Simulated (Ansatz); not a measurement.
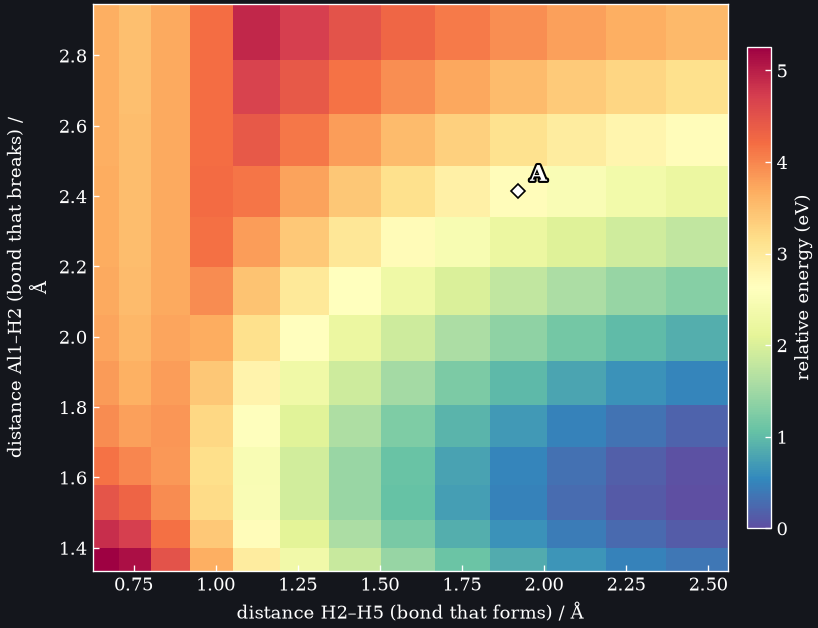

The reacting system CH₆AlNO (fragments CH₆AlNO where the first distance is long, CH₄AlNO + H₂ where the second is long). The first coordinate is: distance H2–H5 (bond that forms); the second: distance Al1–H2 (bond that breaks). Relaxed at each point: all other coordinates. The scan uses a 13 × 13 grid. Points are written as (first, second). Energies: eV, counted from the lowest grid point. Energies and slopes of some neighbouring points disagree (a jump in structure or state, or too coarse a mesh). The reference is spin-restricted, so regions where a bond is pulled apart into radicals lie too high. Theory: RHF/def2-SVP in Ansatz.

In the figure: one coloured cell a grid point, the point A.

> Which way does the force act at A, and how strong is it?

A, at (1.922 Å, 2.415 Å), is not a stationary point. The computed force is 1.1 eV for each Å towards larger values of the first coordinate and 3.1 eV for each Å towards smaller values of the second coordinate.
